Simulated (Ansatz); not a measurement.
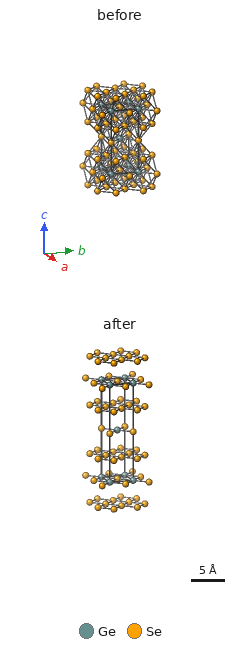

The structure of crystalline GeSe₃ (built on the TiAl3 (D0_22)_139 type) (coarse preliminary run) before (top) and after (bottom) a relaxation, at one scale.

A ball-and-stick model of the conventional cell (2 times the calculation's cell), seen slightly off an axis. Lengths and directions refer to the drawn axes.

Case: TiAl3 (D0_22) type (I4/mmm, No. 139).

These are results of DFT PBE, scalar-relativistic, plane waves, PAW (Ansatz 0.2.0), not measurements.

The input:
```yaml
crystal:
  lattice:
    - [-2.2106147201, 2.2106147201, 4.9379965177]
    - [2.2106147201, -2.2106147201, 4.9379965177]
    - [2.2106147201, 2.2106147201, -4.9379965177]
  atoms:
    - { symbol: Ge, position: [0.0, 0.0, 0.0] }
    - { symbol: Se, position: [0.5, 0.5, 0.0] }
    - { symbol: Se, position: [0.25, 0.75, 0.5] }
    - { symbol: Se, position: [0.75, 0.25, 0.5] }
basis:
  ecutwfc: 420
kpoints:
  mp_grid: { grid: [6, 6, 6] }
hamiltonian:
  xc: pbe
scf:
  occupations: { method: gaussian, width: 0.1 }
  lower_state_search: "off"
output:
  forces: true
  stress: true
  eigenvalues: true
relax:
  adjacent_minimum: "off"
  f_tol: 0.04
  max_steps: 70
  cell: { stress_tol: 0.4 }
```

Launched with:
```bash
ansatz run input.yaml --threads 1 --pin off --max-ram 2560MiB --backend cpu --events-out ev --progress --plain --runs-dir out
```

Summarise the run.

After 15 accepted moves (19 points after the start) the energy has fallen by 1.343 eV per cell of the calculation. All forces vanish by symmetry, so only the cell relaxes. Pressure: −6.63 GPa at the start and −0.01 GPa at the end. The line search rejected the trial step at point 8 of the run. The SCF was repeated 3 times at an unchanged geometry on a basis and grid sized afresh for the cell, which shifted the energy by 0.138 eV per cell of the calculation at most. The atoms keep their places relative to the cell (all moves are under 0.005 Å). Cell: a = b 4.421 → 3.787 Å (−14.4 %), c 9.876 → 15.234 Å (+54.3 %). Volume +13.1 %. Among the contacts that change: Se2–Se3 3.314 → 4.253 Å, Ge1–Se3 3.314 → 4.253 Å, Se3–Se4 3.126 → 2.677 Å, Ge1–Se2 3.126 → 2.677 Å. The space group stays I4/mmm (No. 139).
